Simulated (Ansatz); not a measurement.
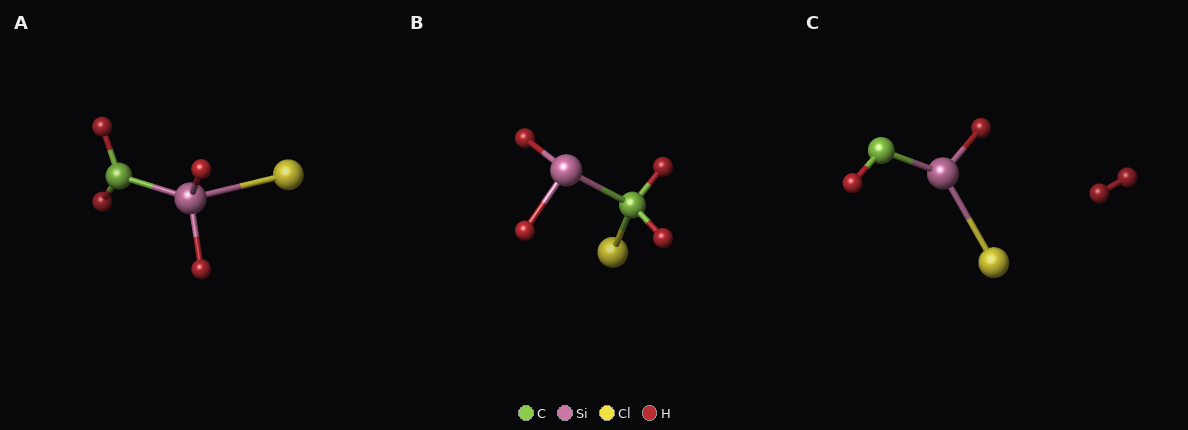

3 stationary structures of one formula. State: charge −1, singlet. Geometries: PBE0-D4/def2-TZVPD. Electronic energies: r2SCAN-D4/def2-TZVPPD (Ansatz 0.2.0), without zero-point energy. No frequency run is at hand to confirm each as a minimum. Each is one conformer, not always the lowest.

### Which structure is the most stable?

A is lowest (Cs); B lies 31.6 kcal/mol above it (Cs), C lies 62.0 kcal/mol above it (C1).
